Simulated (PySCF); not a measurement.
Si(H)(OMe)(NH2)2, CH8N2OSi, SMILES [SiH](OC)(N)N at its B3LYP/def2-SVP optimised geometry (Å):

```
13

Si    -1.4600    -0.1449     0.0000
N     -1.9305    -1.0504     1.3942
N     -2.0790     1.4643     0.0000
O      0.2136    -0.1449     0.0000
C      1.0190    -1.2862    -0.1701
H     -1.9678    -0.7842    -1.2470
H     -1.3566    -1.0114     2.2310
H     -2.9079    -1.1976     1.6254
H     -1.9396     2.0547     0.8157
H     -2.0254     2.0176    -0.8514
H      0.8643    -1.7601    -1.1591
H      0.8252    -2.0547     0.6019
H      2.0790    -0.9909    -0.1009
```

Method: B3LYP/def2-TZVP in PySCF 2.14.0. Cells within 0.4 Å of a nucleus heavier than hydrogen are left out (blank, or x).

Map of the electron localisation function on the plane z = 0.0 Å:

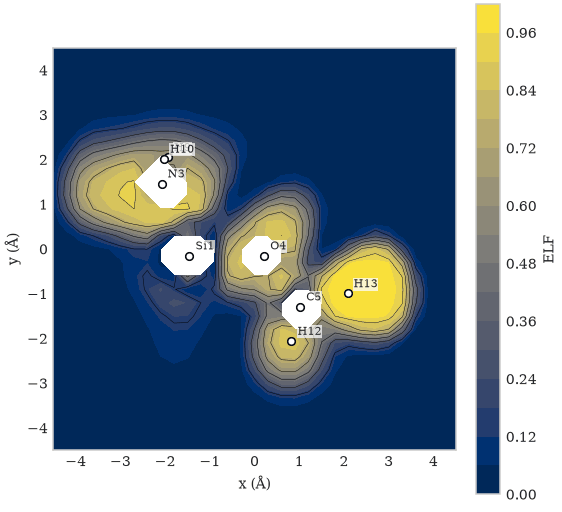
Figure: Electron localisation function on the plane z = 0.0 Å.
